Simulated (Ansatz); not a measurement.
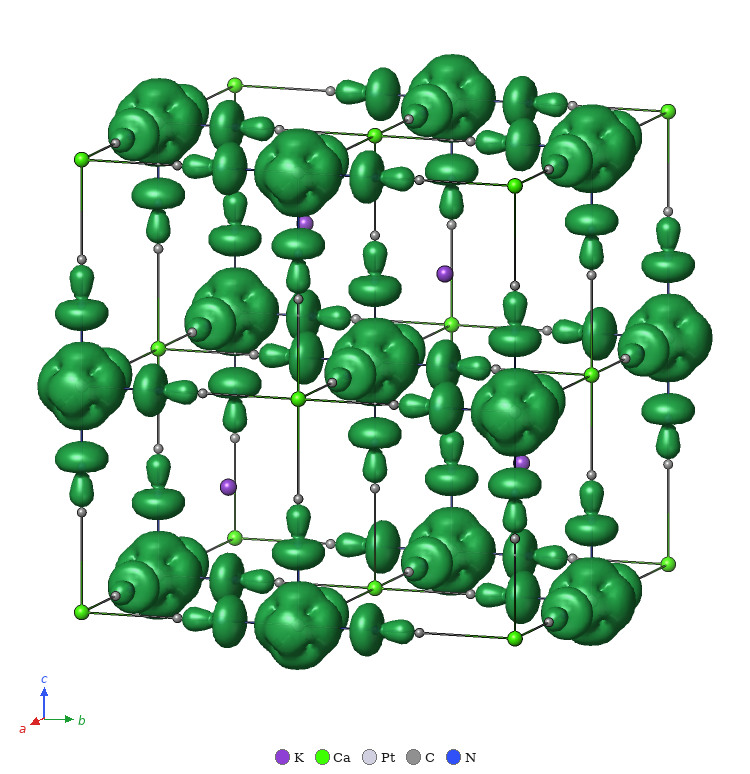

KCaPtC6N6. Isosurfaces of the spin density (up minus down) at +0.02 (green) and −0.02 e/Å³ (red), seen slightly off an axis. Sticks mark near contacts.

Space group F-43m; a structure generated by program, which may or may not match a known phase; spin-polarised.

Computed with Ansatz, DFT PBE, scalar-relativistic, plane waves, PAW.

Core electrons are frozen (PAW), and the valence fields are smoothed inside the atomic spheres.

KCaPtC6N6, 60 atoms, a = 11.65 Å, b = 11.65 Å, c = 11.65 Å, α = 90.00°, β = 90.00°, γ = 90.00°.

### Which atoms carry the moments, and with what signs?

The spin density sits on Pt: +0.5 μB (×4) in one cell of 60 atoms: parallel moments, as they must be, since the calculation's own cell holds one magnetic site. The cell of the calculation (15 atoms) carries 1.0 μB of net spin moment. Only one sign reaches the isovalue.
